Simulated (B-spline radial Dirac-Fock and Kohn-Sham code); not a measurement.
Se⁷⁺ ([Ar] 3d9). Method: the impulse approximation on Dirac–Fock orbitals (average of configuration) (computed with a B-spline radial code). Open shells are averaged over j.

What should this plot look like? Compton profiles of the subshells 2s1/2 and 2p3/2, per electron.

2s1/2: J(0) = 0.0920, half width 4.6 a.u., ⟨p⟩ = 10.1 a.u.; 2p3/2: J(0) = 0.0473, half width 9.7 a.u., ⟨p⟩ = 13.3 a.u. Of these the tallest at pz = 0 is 2s1/2.

Here it is:

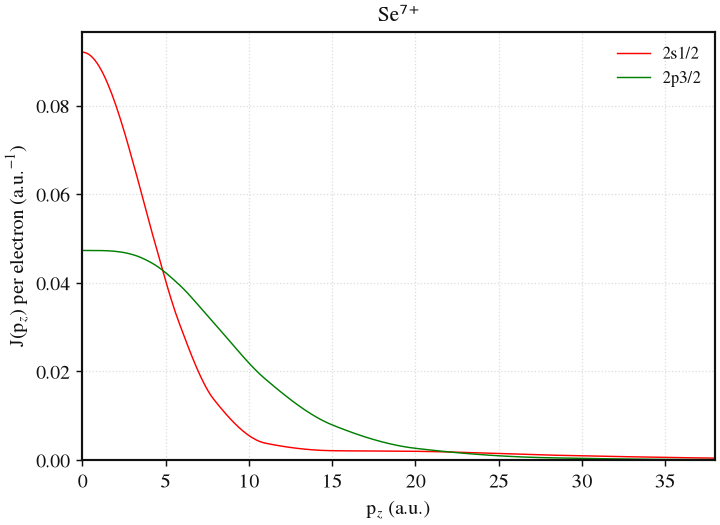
